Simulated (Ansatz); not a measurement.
# C2H4BFO2: the cost of one run

Program: the Python package of Ansatz 0.2.0. Level of theory: B3LYP/def2-SVP. These are calculated values, not measurements.

### Step 1. Starting point

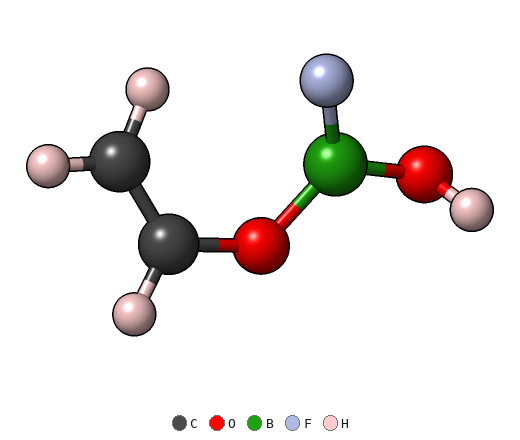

The structure that the script starts from, seen from a chosen angle (carbon dark grey, oxygen red, boron green, fluorine light blue, hydrogen pink).

No structure file is read: the coordinates are typed or built in the script.

### Step 2. Script

c2h4bfo2.py

```python
import ansatz as az
from ase import Atoms
from ase.thermochemistry import IdealGasThermo
import numpy as np

SETTINGS = {
    "basis": "def2-SVP",
    "xc": "b3lyp",
}

GEOMETRY = """
C    -1.76960    0.15920   -0.13640
C    -0.97610   -0.82440    0.29120
O     0.40890   -0.86310    0.06880
B     1.29710    0.30960   -0.19870
O     2.69950    0.08240   -0.53450
F     0.83380    1.66300    0.01110
H    -1.39310    0.98950   -0.71550
H    -2.83240    0.11600    0.06340
H    -1.42870   -1.65930    0.81020
H     3.16050    0.02710    0.34040
"""


def main() -> None:
    c2h4bfo2 = az.Crystal.molecule()
    for line in GEOMETRY.strip().splitlines():
        symbol, *xyz = line.split()
        c2h4bfo2 = c2h4bfo2.atom(symbol, [float(v) for v in xyz])

    calc = (
        c2h4bfo2.calculation()
        .basis(gaussian=SETTINGS["basis"])
        .functional(SETTINGS["xc"])
    )
    symbols = [site.symbol for site in c2h4bfo2.cartesian_sites]
    start = np.array([site.position_ang for site in c2h4bfo2.cartesian_sites], dtype=float)
    report = calc.relax(force_tolerance=0.003).run(threads=1, backend="cpu").report
    end = np.array(report["positions_ang"])

    print("bond        before    after (A)")
    for i, j in [(0, 1), (0, 6), (0, 7), (1, 2), (1, 8), (2, 3), (3, 4), (3, 5), (4, 9)]:
        d0, d1 = (np.linalg.norm(xyz[i] - xyz[j]) for xyz in (start, end))
        print(f"{symbols[i]}{i}-{symbols[j]}{j}".ljust(10), f"{d0:8.4f} {d1:8.4f}")
    for i, j, k in [(1, 0, 6), (1, 0, 7), (6, 0, 7), (0, 1, 2), (0, 1, 8), (2, 1, 8), (1, 2, 3), (2, 3, 4)]:
        u, v = end[i] - end[j], end[k] - end[j]
        print(f"angle {symbols[i]}{i}-{symbols[j]}{j}-{symbols[k]}{k}: {np.degrees(np.arccos(np.clip(u @ v / np.linalg.norm(u) / np.linalg.norm(v), -1, 1))):.2f} deg")

    minimum = az.Crystal.molecule()
    for symbol, xyz in zip(symbols, end):
        minimum = minimum.atom(symbol, xyz.tolist())
    vibrating = (
        minimum.calculation()
        .basis(gaussian=SETTINGS["basis"])
        .functional(SETTINGS["xc"])
        .phonons(temperatures=(100, 500, 100))
    )
    vib = vibrating.run(threads=1, backend="cpu").report["vibrations"]
    sums = vib["harmonic_sums"]
    modes = [m["omega_inv_cm"] for m in sums["modes_at_gamma"] if m["rigid_motion"] == "no"]
    print("frequencies (1/cm):", " ".join(f"{w:.0f}" for w in modes))
    print("imaginary modes:", sum(w < 0 for w in modes), " zero-point energy:", round(sums["zero_point_energy_ev"], 4), "eV")
    gas = IdealGasThermo(vib_energies=[w / 8065.544 for w in modes if w > 0], geometry="linear" if len(modes) == 3 * len(symbols) - 5 else "nonlinear",
                         atoms=Atoms(symbols, positions=end), symmetrynumber=1, spin=0.0)
    print(f"H(298 K) - E = {gas.get_enthalpy(298.15, verbose=False):.4f} eV")
    print(f"S(298 K, 1 bar) = {96485.33 * gas.get_entropy(298.15, 1e5, verbose=False):.1f} J/(mol K) with symmetry number 1")

    heavier = vibrating.phonons(masses={"H": 2.014102}).run(threads=1, backend="cpu").report["vibrations"]["harmonic_sums"]
    print("deuterated (1/cm):", " ".join(f"{m['omega_inv_cm']:.0f}" for m in heavier["modes_at_gamma"] if m["rigid_motion"] == "no"))
    print("zero-point energy falls by", round(sums["zero_point_energy_ev"] - heavier["zero_point_energy_ev"], 4), "eV")


if __name__ == "__main__":
    main()
```

### Step 3. The run

The run is started by

```sh
$ python c2h4bfo2.py
```

What time and memory should one allow on 1 thread of Intel Xeon Platinum 8375C at 2.90GHz (Ice Lake), shared host?

About 7.9 min, with a peak of 0.35 GiB.
